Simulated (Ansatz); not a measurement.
# Nudged elastic band of ZrN₄H₉F (part 2 of 2)

ZrN₄H₉F; RKS PBE/def2-SVP (Ansatz 0.2.0). It belongs to a series of runs on one base structure; here: band between the two ends.

Geometry of the input (Å):
```
Zr -0.6155  0.0622  0.0331
N  0.0585  -0.1775  2.4012
H  0.6039  -1.0188  2.6305
H  0.5687  0.6238  2.7965
N  1.4631  0.0088  -0.0552
H  2.2677  -0.0428  0.5782
H  1.8541  0.0866  -1.0070
N  -0.9273  1.8060  -1.0332
H  -1.8581  2.1542  -1.2947
H  -0.2299  2.3661  -1.5350
N  -1.1080  -1.6479  -1.0164
H  -2.0774  -1.9059  -1.2406
H  -0.4905  -2.2313  -1.5923
F  -2.2469  0.1668  1.1546
H  -0.8441  -0.2390  2.8933
```

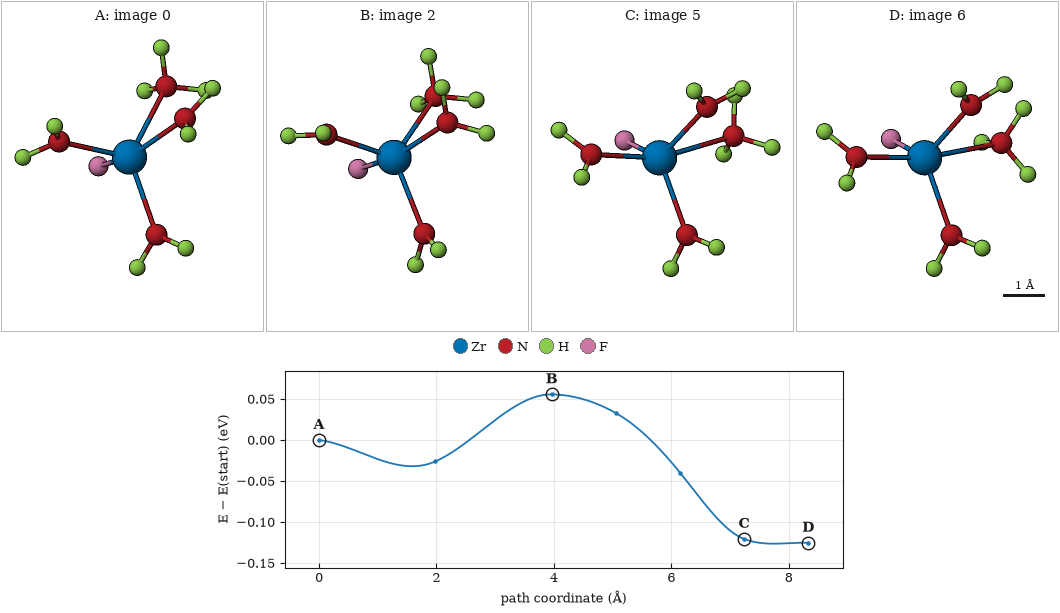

Fig. 1: Images of the last band (counted from 0; ball-and-stick, seen at a tilt) above the energy along the path; the line is a cubic interpolation that uses the forces. The highest image is number 2, 0.056 eV above the start and 0.181 eV above the end (the climbing image); the end lies 0.125 eV below the start. The path is 8.33 Å long. The band converged in 34 iterations.

```
Total energy: -10093.55679931 eV, -370.9313707162 hartree
Atom 0 at    -0.621302     0.012790     0.025227 Å, force     0.005984    -0.000945     0.001726 eV/Å
Atom 1 at    -0.064114    -0.026487     2.403483 Å, force    -0.011586    -0.005728     0.000558 eV/Å
Atom 2 at     0.399120    -0.896655     2.699125 Å, force     0.000590     0.003115    -0.000211 eV/Å
Atom 3 at     0.543942     0.741879     2.716628 Å, force    -0.000492     0.001938     0.000835 eV/Å
Atom 4 at     1.463241    -0.037127    -0.244451 Å, force     0.005469     0.007102    -0.004619 eV/Å
Atom 5 at     2.065041    -0.870875    -0.248627 Å, force    -0.004277    -0.003976     0.001331 eV/Å
Atom 6 at     2.094972     0.774277    -0.220431 Å, force    -0.001231    -0.001532     0.000294 eV/Å
Atom 7 at    -0.870551     1.822062    -0.938126 Å, force    -0.004101     0.000542     0.002774 eV/Å
Atom 8 at    -1.736166     2.374530    -0.895259 Å, force     0.002287     0.000129    -0.000558 eV/Å
Atom 9 at    -0.333147     2.141101    -1.752426 Å, force     0.000700    -0.000896    -0.000273 eV/Å
Atom 10 at    -0.952653    -1.752252    -0.993013 Å, force     0.000722    -0.000520    -0.003085 eV/Å
Atom 11 at    -1.839945    -2.269949    -0.965357 Å, force     0.001250     0.000453    -0.000765 eV/Å
Atom 12 at    -0.427316    -2.068227    -1.816356 Å, force    -0.001783    -0.001260     0.000872 eV/Å
Atom 13 at    -2.344120     0.025367     1.030908 Å, force    -0.000971    -0.000627     0.001662 eV/Å
Atom 14 at    -0.958701     0.040967     2.911676 Å, force     0.007441     0.002205    -0.000542 eV/Å
Dipole moment:     0.536649    -0.015433     0.587421 e Å
this run last wrote the band of iteration 34 to [file]
```

The last band as extended XYZ (Å, eV, eV/Å)
```
15
Properties=species:S:1:pos:R:3:forces:R:3 image=0 energy=-10093.61228
Zr   -0.6155    0.0622    0.0331    0.0184  -0.0059   0.0216
N     0.0585   -0.1775    2.4012   -0.0013   0.0012  -0.0017
H     0.6039   -1.0188    2.6305    0.0011  -0.0044  -0.0013
H     0.5687    0.6238    2.7965   -0.0010  -0.0021  -0.0059
N     1.4631    0.0088   -0.0552    0.0125   0.0045   0.0182
H     2.2677   -0.0428    0.5782   -0.0197   0.0023  -0.0078
H     1.8541    0.0866   -1.0070    0.0099   0.0031  -0.0180
N    -0.9273    1.8060   -1.0332    0.0009   0.0031  -0.0114
H    -1.8581    2.1542   -1.2947    0.0128   0.0065  -0.0046
H    -0.2299    2.3661   -1.5350   -0.0142   0.0004   0.0020
N    -1.1080   -1.6479   -1.0164    0.0031  -0.0298  -0.0191
H    -2.0774   -1.9059   -1.2406    0.0031   0.0001  -0.0004
H    -0.4905   -2.2313   -1.5923   -0.0144   0.0198   0.0170
F    -2.2469    0.1668    1.1546   -0.0045   0.0038   0.0066
H    -0.8441   -0.2390    2.8933   -0.0067  -0.0024   0.0048
15
Properties=species:S:1:pos:R:3:forces:R:3 image=1 energy=-10093.63837
Zr   -0.6196    0.1768    0.0235    0.0078   0.0154  -0.0030
N    -0.0330   -0.4846    2.3627    0.0075  -0.0389   0.0118
H     0.4335   -1.3758    2.5775    0.0013  -0.0112  -0.0142
H     0.5603    0.2594    2.7557    0.0000  -0.0238   0.0022
N     1.4632    0.2797   -0.0680    0.0039   0.0171   0.0098
H     2.1529   -0.2993    0.4264    0.0054   0.0326   0.0434
H     1.9821    1.0060   -0.5736   -0.0141  -0.0015  -0.0238
N    -0.9427    1.7107   -1.3179   -0.0087  -0.0152  -0.0001
H    -1.4932    2.5469   -1.0877    0.0072   0.0080  -0.0192
H    -0.6888    1.7652   -2.3103   -0.0112  -0.0095  -0.0283
N    -1.0396   -1.6537   -0.8299   -0.0088  -0.0002   0.0010
H    -1.9720   -2.0745   -0.9293   -0.0066   0.0154  -0.0021
H    -0.3941   -2.1848   -1.4255    0.0038  -0.0057   0.0200
F    -2.0708    0.7984    1.2237    0.0109   0.0329   0.0097
H    -0.9198   -0.4591    2.8858    0.0017  -0.0154  -0.0072
15
Properties=species:S:1:pos:R:3:forces:R:3 image=2 energy=-10093.55670
Zr   -0.6213    0.0128    0.0252    0.0060  -0.0009   0.0017
N    -0.0641   -0.0265    2.4035   -0.0116  -0.0057   0.0006
H     0.3991   -0.8967    2.6991    0.0006   0.0031  -0.0002
H     0.5439    0.7419    2.7166   -0.0005   0.0019   0.0008
N     1.4632   -0.0371   -0.2445    0.0055   0.0071  -0.0046
H     2.0650   -0.8709   -0.2486   -0.0043  -0.0040   0.0013
H     2.0950    0.7743   -0.2204   -0.0012  -0.0015   0.0003
N    -0.8706    1.8221   -0.9381   -0.0041   0.0005   0.0028
H    -1.7362    2.3745   -0.8953    0.0023   0.0001  -0.0006
H    -0.3331    2.1411   -1.7524    0.0007  -0.0009  -0.0003
N    -0.9527   -1.7523   -0.9930    0.0007  -0.0005  -0.0031
H    -1.8399   -2.2699   -0.9654    0.0013   0.0005  -0.0008
H    -0.4273   -2.0682   -1.8164   -0.0018  -0.0013   0.0009
F    -2.3441    0.0254    1.0309   -0.0010  -0.0006   0.0017
H    -0.9587    0.0410    2.9117    0.0074   0.0022  -0.0005
15
Properties=species:S:1:pos:R:3:forces:R:3 image=3 energy=-10093.57946
Zr   -0.6194   -0.0800    0.0226    0.0050   0.0012  -0.0014
N    -0.0686    0.2876    2.3968   -0.0021   0.0031   0.0096
H     0.3288   -0.5828    2.7776    0.0002   0.0177  -0.0006
H     0.5966    1.0343    2.6374    0.0002   0.0067  -0.0017
N     1.4624   -0.2162   -0.1817    0.0143  -0.0131   0.0050
H     1.9975   -1.0730   -0.3668   -0.0159  -0.0041  -0.0049
H     2.1483    0.5162    0.0466   -0.0044  -0.0081   0.0091
N    -0.9369    1.7742   -0.8312   -0.0016   0.0008   0.0054
H    -1.8412    2.2631   -0.8490   -0.0016  -0.0038   0.0030
H    -0.3627    2.1650   -1.5879   -0.0008   0.0021   0.0084
N    -0.9260   -1.7244   -1.1865   -0.0155  -0.0216  -0.0204
H    -1.7309   -2.3562   -1.0966    0.0100   0.0098   0.0007
H    -0.4342   -1.9550   -2.0570    0.0042   0.0139  -0.0083
F    -2.2498   -0.4981    1.0778    0.0000  -0.0230   0.0017
H    -0.9456    0.4566    2.9107    0.0081   0.0182  -0.0056
15
Properties=species:S:1:pos:R:3:forces:R:3 image=4 energy=-10093.65202
Zr   -0.6229   -0.1738    0.0217    0.0050  -0.0064  -0.0010
N    -0.0110    0.4411    2.3669   -0.0019  -0.0047   0.0067
H     0.3878   -0.3996    2.8083    0.0054   0.0232  -0.0040
H     0.6441    1.2098    2.5598    0.0045   0.0289  -0.0059
N     1.4522   -0.3618   -0.0740    0.0049  -0.0136   0.0103
H     1.9274   -1.0834   -0.6272   -0.0080  -0.0015  -0.0189
H     2.1746    0.1393    0.4569   -0.0014  -0.0290   0.0374
N    -0.9908    1.7104   -0.7392   -0.0056  -0.0054   0.0019
H    -1.9143    2.1521   -0.8302   -0.0056  -0.0141  -0.0036
H    -0.3298    2.2579   -1.3020    0.0056   0.0037   0.0200
N    -1.0091   -1.6201   -1.3993   -0.0083  -0.0044  -0.0247
H    -1.6066   -2.4376   -1.2255    0.0155  -0.0049  -0.0045
H    -0.7302   -1.6434   -2.3867   -0.0208   0.0251  -0.0200
F    -2.0700   -0.8190    1.2068    0.0119  -0.0257   0.0115
H    -0.8831    0.6395    2.8767   -0.0011   0.0288  -0.0053
15
Properties=species:S:1:pos:R:3:forces:R:3 image=5 energy=-10093.73291
Zr   -0.6061   -0.2822    0.0302    0.0052  -0.0014  -0.0035
N     0.0263    0.5715    2.3257   -0.0060   0.0061  -0.0062
H     0.4720   -0.1713    2.8822    0.0028   0.0124   0.0051
H     0.6258    1.4036    2.4021    0.0022   0.0063  -0.0048
N     1.4564   -0.5300    0.0070    0.0030  -0.0095  -0.0004
H     1.9343   -1.0771   -0.7178    0.0000   0.0000  -0.0004
H     2.1527   -0.2922    0.7221   -0.0038  -0.0149   0.0108
N    -1.0410    1.6189   -0.6479   -0.0003  -0.0057   0.0033
H    -1.9839    2.0153   -0.7497   -0.0021  -0.0057   0.0007
H    -0.3744    2.3052   -1.0190   -0.0013   0.0005   0.0084
N    -1.0635   -1.5014   -1.5727   -0.0034  -0.0003  -0.0099
H    -1.3740   -2.4783   -1.4923    0.0098  -0.0006  -0.0056
H    -1.0825   -1.2568   -2.5691   -0.0109   0.0142  -0.0027
F    -1.8690   -1.1047    1.3015    0.0045  -0.0098   0.0066
H    -0.8546    0.7909    2.8107    0.0002   0.0084  -0.0013
15
Properties=species:S:1:pos:R:3:forces:R:3 image=6 energy=-10093.73759
Zr   -0.5890   -0.3171    0.0316    0.0107   0.0151  -0.0071
N     0.0488    0.6225    2.3152   -0.0161  -0.0143  -0.0163
H     0.8896    0.2749    2.7947    0.0093  -0.0093   0.0109
H     0.0982    1.6489    2.3299    0.0023   0.0214   0.0017
N     1.4492   -0.6992    0.0164    0.0051  -0.0083   0.0025
H     1.9085   -1.2353   -0.7286   -0.0053   0.0036  -0.0018
H     2.1296   -0.5830    0.7756   -0.0010   0.0034   0.0015
N    -0.9602    1.6184   -0.5897    0.0042  -0.0003   0.0018
H    -1.8963    2.0302   -0.6947    0.0003  -0.0029   0.0011
H    -0.2774    2.3173   -0.9040   -0.0055  -0.0049  -0.0012
N    -1.1340   -1.4131   -1.6310   -0.0053  -0.0136  -0.0031
H    -1.4280   -2.3986   -1.6254    0.0045   0.0093  -0.0030
H    -1.2249   -1.0728   -2.5950   -0.0001   0.0012   0.0018
F    -1.8408   -1.1317    1.3193   -0.0054  -0.0001   0.0087
H    -0.7549    0.3499    2.8987    0.0022  -0.0004   0.0025
```

Results in brief

```tsv
quantity	value
outcome	converged
barrier, forward	0.056 eV
barrier, backward	0.181 eV
wall time	6.5 min (CPU time 24 min)
peak memory	0.22 GiB
```

The order of the saddle point was not checked.
